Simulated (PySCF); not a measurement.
## Electronic structure of O2 (charge −1, doublet) in real space

```xyz
2

O     0.0000    0.0000   -0.6620
O     0.0000    0.0000    0.6620
```

All numbers below come from PySCF 2.14.0, PBE0/def2-TZVPPD, non-relativistic Hamiltonian with scalar-relativistic core potentials where named, at a bond length of 1.324 Å.

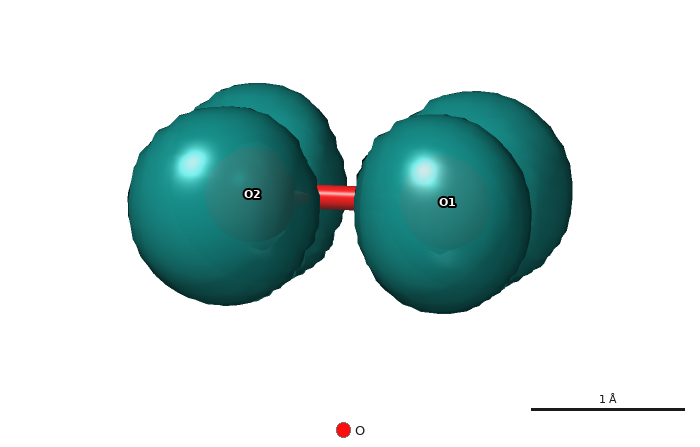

Figure 1. Isosurface of the spin density (α minus β) at +0.05 e/Å³ (teal), seen from one side.

Describe the spin distribution.

Answer. The unpaired spin (1 electron) lies mostly on O1 (about 0.5) and O2 (about 0.5), in electrons by Hirshfeld's partition.

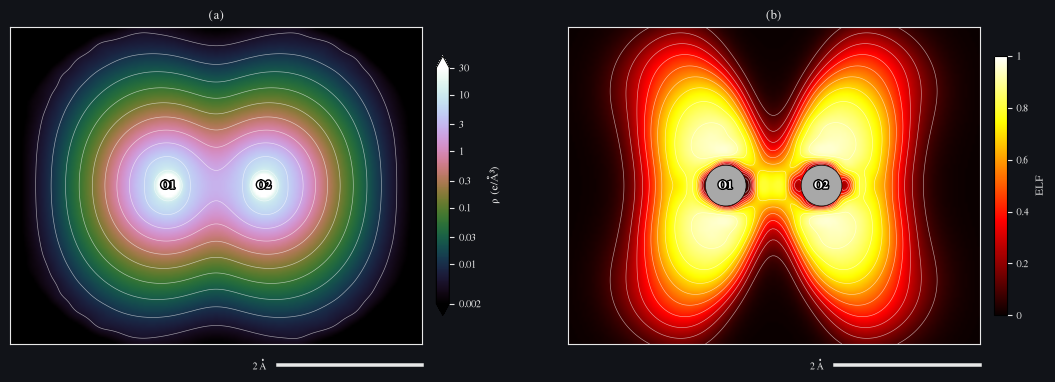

Figure 2. (a) electron density; (b) electron localisation function on a plane that holds the molecular axis. Grey discs cover the atomic cores in the ELF map.

What does the map show?

Answer. The section cuts through O sites.
O–O (1.32 Å): the density is about 2.6 e/Å³ at the midpoint; the ELF peaks at about 0.80 between the atoms: a covalent bond.
The ELF also peaks beside O1 and O2, away from the bonds: non-bonding electrons, paired or unpaired.
